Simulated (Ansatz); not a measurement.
Geometry optimisation.

Program: Ansatz.

```
crystal:
  lattice:
    - [3.966733, 0.0, 0.0]
    - [0.0, 3.966733, 0.0]
    - [0.0, 0.0, 8.181641]
  atoms:
    - { symbol: Bi, position: [0.0, 0.5, 0.154] }
    - { symbol: Bi, position: [0.5, 0.0, 0.846] }
    - { symbol: O, position: [0.0, 0.0, 0.0] }
    - { symbol: O, position: [0.5, 0.5, 0.0] }
    - { symbol: Pb, position: [0.0, 0.5, 0.653] }
    - { symbol: Pb, position: [0.5, 0.0, 0.347] }
  symmetry: { tolerance: 0.0003 }
kpoints:
  mp_grid: { grid: [5, 5, 3], shift: [0, 0, 0] }
magnetization:
  noncollinear: true
  spin_orbit: true
scf:
  occupations: { method: fermi_dirac }
  lower_state_search: "off"
hamiltonian:
  pseudopotentials: { kind: paw_fr }
  xc: r2scan
basis:
  ecutwfc: 500
  fft_grid_basis: typed
relax:
  max_steps: 80
  cell: { p_target: 0.0 }
  f_tol: 0.03
output:
  forces: true
  stress: true
  eigenvalues: true
  bader: true
  populations: true
  elf: true
  write_potential: true
  volumetric_format: npy
  dos:
    e_range: [-12, 8]
    de: 0.05
    projected: { site_lists: { Bi: [Bi], O: [O], Pb: [Pb] } }
    method: { smearing: { sigma: 0.1, scheme: gaussian } }
checkpoint:
  read: saved_state
```

Launched with:
```bash
ansatz run input.yaml --threads 2 --pin off --max-ram 2560MiB --backend cpu --events-out ev --progress --plain --runs-dir out
```

Q: How does the optimisation go?

A: The optimisation met its thresholds at geometry 7, counting the start as the first. The energy fell by about 190 meV/atom from the first step to the last. The largest force component goes from about 1.7 eV/Å at the start to 2.6 × 10⁻³ eV/Å at the end. The volume grows from 21.5 to 23.1 Å³ per atom (+8 %).

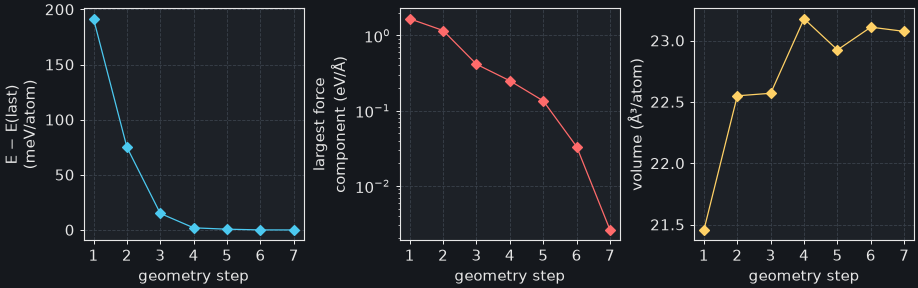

History of the run, step by step. Atoms and cell relax. A closing SCF on a freshly chosen basis isn't drawn.
